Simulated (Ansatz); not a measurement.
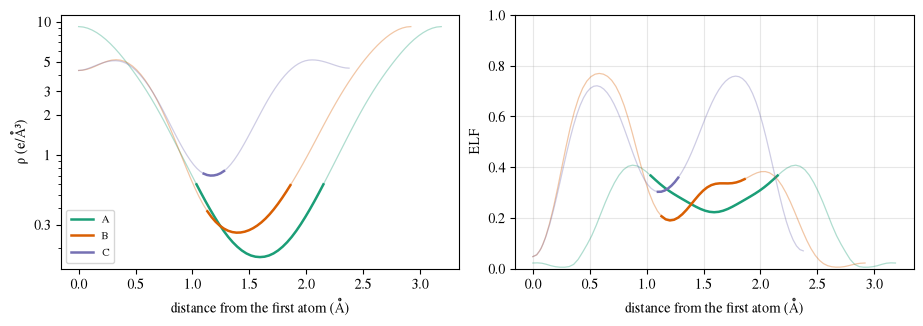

Figure 1: Nb₂Tl. Valence pseudo-density and ELF along straight lines between neighbouring atoms. Thin, pale parts lie inside the atomic spheres.

Space group P4/mmm; a structure generated by program, which may or may not match a known phase.

Method: Ansatz, DFT PBE, scalar-relativistic, plane waves, PAW.

Core electrons are frozen (PAW), and the valence fields are smoothed inside the atomic spheres.

Which curve belongs to which contact (Nb–Nb, Nb–Tl and Tl–Tl)? The first atom named is at distance zero.

Answer. Curve A: Tl–Tl (3.19 Å): ρ is about 0.17 e/Å³ halfway; the ELF is about 0.20 at the midpoint: no localised pair shows between them. Curve B: Nb–Tl (2.92 Å): ρ is about 0.27 e/Å³ halfway; the ELF is about 0.30 at the midpoint (no shared electron pair shows on this line). Curve C: Nb–Nb (2.38 Å): ρ at the midpoint is about 0.7 e/Å³; the ELF is about 0.30 at the midpoint.
